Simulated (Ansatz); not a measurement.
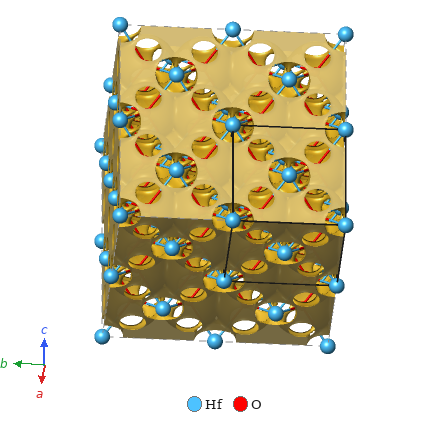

The yellow surface encloses the points that the centre of a probe sphere of radius 0.10 Å can occupy in HfO$_{2}$ in space group Fm-3m, computed on a grid of about 0.14 Å (2×2×2 cells shown, view from a free direction; pale faces close the region where the box cuts it).

Hard-sphere model; Shannon crystal radii (six-coordinate where tabulated): Hf 0.85 Å, O 1.26 Å.

The cell is taken from a calculation's input that goes back to an entry of the Crystallography Open Database (an earlier step may have relaxed or displaced it).

```cif
data_structure
_symmetry_space_group_name_H-M 'Fm-3m'
_symmetry_Int_Tables_number 225
_cell_length_a 5.0584
_cell_length_b 5.0584
_cell_length_c 5.0584
_cell_angle_alpha 90.000
_cell_angle_beta 90.000
_cell_angle_gamma 90.000
_cell_volume 129.43
loop_
_atom_site_label
_atom_site_type_symbol
_atom_site_symmetry_multiplicity
_atom_site_Wyckoff_symbol
_atom_site_fract_x
_atom_site_fract_y
_atom_site_fract_z
_atom_site_occupancy
Hf1 Hf 4 a 0.00000 0.00000 0.00000 1
O1 O 8 c 0.25000 0.75000 0.75000 1
```

Do these regions connect?

Answer. Where they connect, they form a three-dimensional network.

What share of the cell can the probe's centre reach?

Answer. About 26 % of the volume (33 Å³ of 129.4 Å³).

Give the largest included and the largest free sphere.

Answer. The largest sphere that fits anywhere has a diameter of 1.86 Å; the largest that can travel through the crystal, about 0.4 Å.

How does the connectivity change as the probe shrinks?

Answer. Below a radius of about 0.20 Å the space forms a three-dimensional network. These are grid estimates, good to about 0.05 Å.
